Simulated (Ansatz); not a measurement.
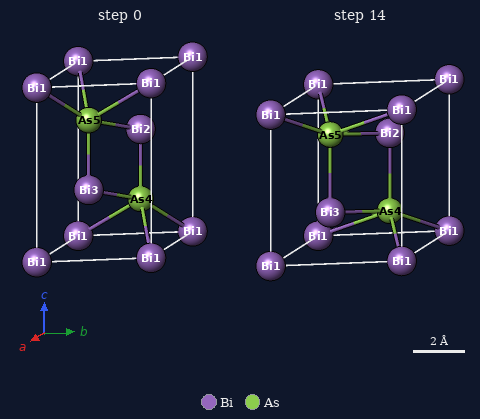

The structure of crystalline Bi3As2 (built on the A-type sesquioxide_164 type) (coarse preliminary run) before (left) and after (right) a relaxation, at one scale.

A ball-and-stick model of the cell of the calculation, seen slightly off an axis.

Case: anti-A-type sesquioxide type (P-3m1, No. 164).

Level of theory: DFT PBE, scalar-relativistic, plane waves, PAW in Ansatz. Set-up: plane-wave cutoff 420 eV; k-point mesh 6 × 6 × 4; occupations gaussian; smearing width 0.1 eV; no spin polarisation; cell and atoms relaxed; force threshold 0.04 eV/Å; at most 70 steps.

Describe what moved and what it gained.

The energy falls by 257 meV per atom in 11 accepted moves (14 points after the start). The largest force component goes from 1.5 to 0.006 eV/Å. The pressure goes from 12.43 to 0.15 GPa. The line search rejected the trial step at point 6 of the run. The SCF was repeated twice at an unchanged geometry on a basis and grid sized afresh for the cell, which shifted the energy by 5.5 meV per atom at most. The largest moves relative to the cell, 0.49 Å, are those of Bi2 and Bi3. Bi2 goes along +c. By element the largest moves are Bi 0.49 Å, As 0.22 Å. The drawn cell changes as follows: a = b 4.597 → 5.270 Å (+14.6 %), c 7.153 → 6.203 Å (−13.3 %); the volume changes by +14.0 %. Some distances before and after: Bi2–As4 4.292 → 3.013 Å, Bi2–As4 (another image) 2.861 → 3.190 Å, Bi2–As5 2.768 → 3.072 Å, Bi1–As4 3.181 → 3.308 Å. New bonds form: Bi2–As4 (4.29 → 3.01 Å), Bi3–As5 (4.29 → 3.01 Å). Bond angles that change, for instance: As4–Bi1–As5 87.4° → 74.4°, As4–Bi1–As4 92.6° → 105.6°, As4–Bi2–As5 106.5° → 97.9°. The space group stays P-3m1 (No. 164). The run took 2.3 min on 1 thread of Arm Neoverse V2 (shared host), peak memory 0.46 GiB.
